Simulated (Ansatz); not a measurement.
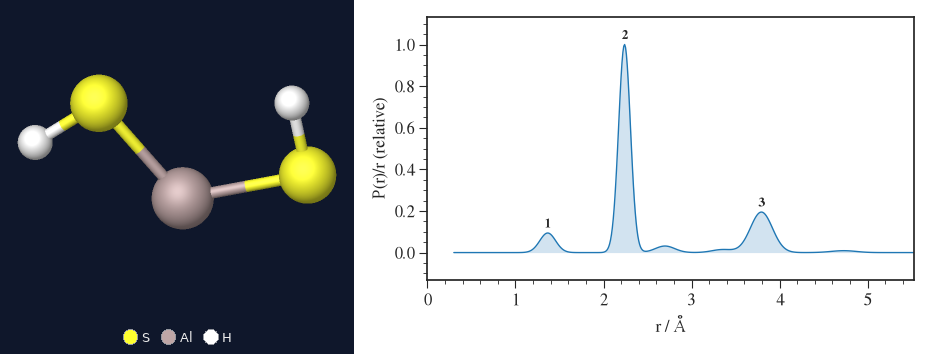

Simulated gas electron diffraction: radial distribution curve of AlH2S2 (spin multiplicity 2). Each pair of atoms contributes with weight ZᵢZⱼ/r; damping constant 0.001 Å²; vibrational amplitudes assumed, not computed: 0.05 Å for bonds, 0.078 Å for bonds to H, 0.06 + 0.015 r up to 0.15 Å for other pairs. The geometry is the end point of an optimisation (Ansatz, UKS BLYP-D4/def2-SVP); it may be a saddle point or a higher isomer.

Read the positions of the numbered peaks and name the main pairs (– for bonds).

Peak 1, 1.37 Å: S–H 1.36–1.37 Å (×2)
Peak 2, 2.24 Å: S–Al 2.24 Å (×2)
Peak 3, 3.79 Å: S···S 3.79 Å
